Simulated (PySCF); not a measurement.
**PbH (doublet): density, localisation and related maps**

```xyz
2

H     0.0000    0.0000   -1.8510
Pb    0.0000    0.0000    0.0090
```

Core potentials replace the inner electrons of Pb.

Level of theory: PBE0/def2-SVPD, non-relativistic Hamiltonian with scalar-relativistic core potentials where named, at a bond length of 1.860 Å (PySCF 2.14.0).

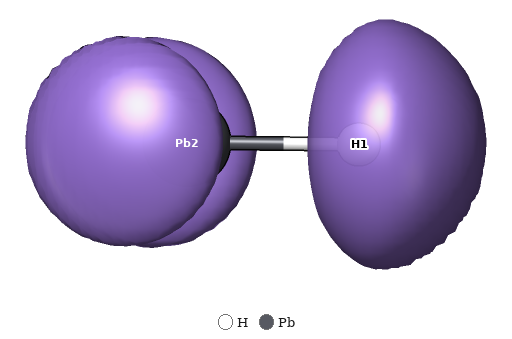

Figure 1. Isosurface of the electron localisation function at 0.8 (purple), seen from one side. Only the valence region is drawn (cores and ρ < 0.01 e/Å³ removed).

Q: What do the ELF domains correspond to?

A: The surface consists of one region around a hydrogen nucleus and two lobes on Pb, pointing away from the bonds (non-bonding electrons). Profiles from the grid: Pb–H (1.86 Å): the ELF climbs to about 1 towards the hydrogen.

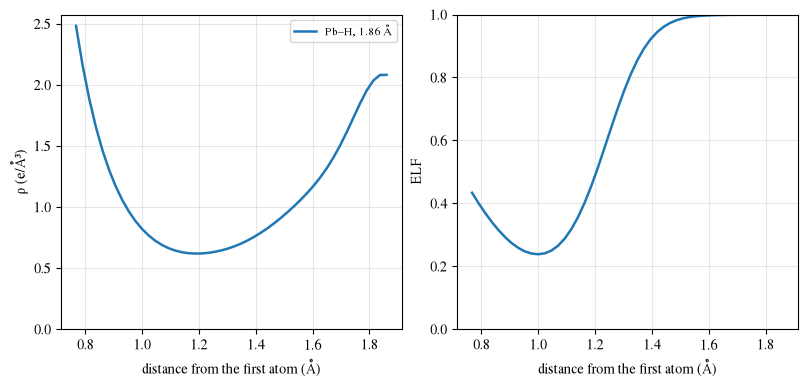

Figure 2. Electron density and electron localisation function along straight lines between neighbouring atoms. The curves leave out the atomic cores.

Q: What can be read from the curves?

A: Pb–H (1.86 Å): the density is about 1.1 e/Å³ at the midpoint; the ELF climbs to about 1 towards the hydrogen.
